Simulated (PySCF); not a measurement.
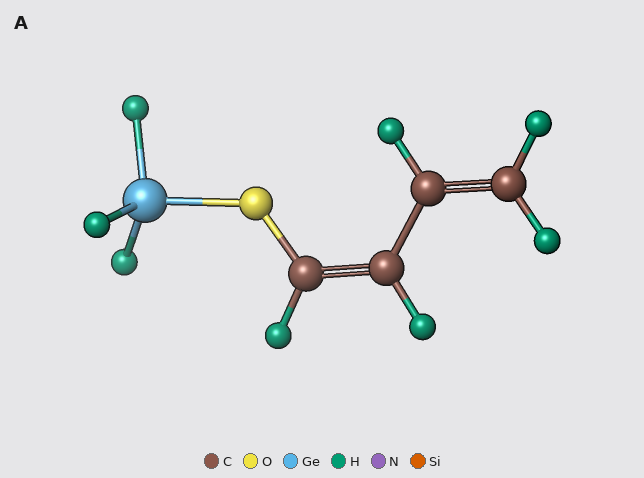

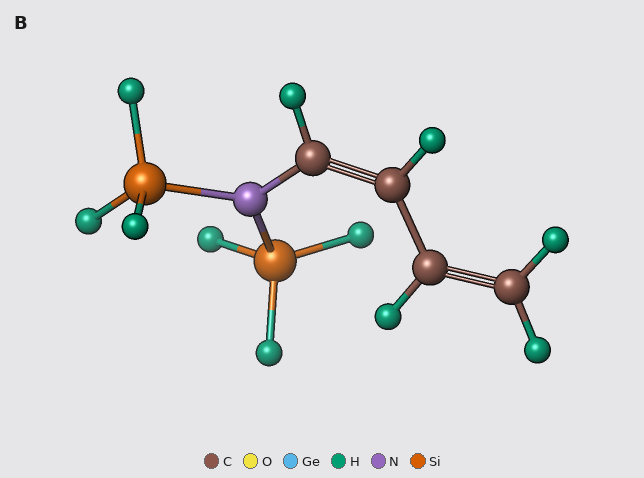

Two related species, optimised with GFN2-xTB; properties computed with PySCF 2.14.0. Both: charge 0, singlet.

**What are A and B?**

A is C4H8GeO, B is C4H11NSi2 (C=C/C=C\N([SiH3])[SiH3]).

Compare them. With CAM-B3LYP/def2-SVPD: dipole moment (D), HOMO–LUMO gap (eV), HOMO energy (Kohn–Sham orbital) (eV), lowest vertical singlet excitation (eV), mean static polarisability (bohr³).

| quantity | A | B |
| --- | --- | --- |
| dipole moment (D) | 2.26 | 0.75 |
| HOMO–LUMO gap (eV) | 7.84 | 7.47 |
| HOMO energy (Kohn–Sham orbital) (eV) | −7.23 | −7.17 |
| lowest vertical singlet excitation (eV) | 5.33 | 4.93 |
| mean static polarisability (bohr³) | 90.5 | 115.8 |

Each is one conformer, and no frequency run is at hand to confirm it as a minimum.

The geometry is semi-empirical. Around Ge, Si such bond lengths and angles can be off by a tenth of an ångström or more and by several degrees, and values that hang on the shape move with them.
